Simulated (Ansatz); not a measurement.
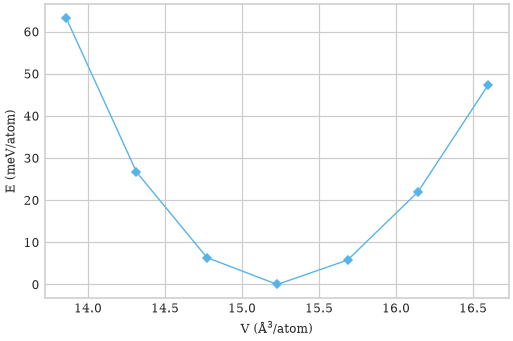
Figure: Ti₆O in space group P-31m (No. 162; Ti on 6k, O on 1a) under volume change, r²SCAN in the plane-wave PAW code Ansatz, shape and atoms relaxed at each volume.

**Question.** What does a third-order Birch–Murnaghan fit give for V₀, B₀ and B′?

**Answer.** V₀ = 15.23 Å³/atom, B₀ = 141 GPa, B′ = 3.8.

The workflow started from a Materials Project entry (that database holds measured and hypothetical structures alike); the Crystallography Open Database files this formula in space group No. 162, but the cells were not matched. Its standing as an ambient phase is unchecked. Symmetry was held in the r²SCAN relaxation; whether a distortion lowers the energy is not shown. The run is not spin-polarised.

Potentials: the later of the program's two PAW sets.
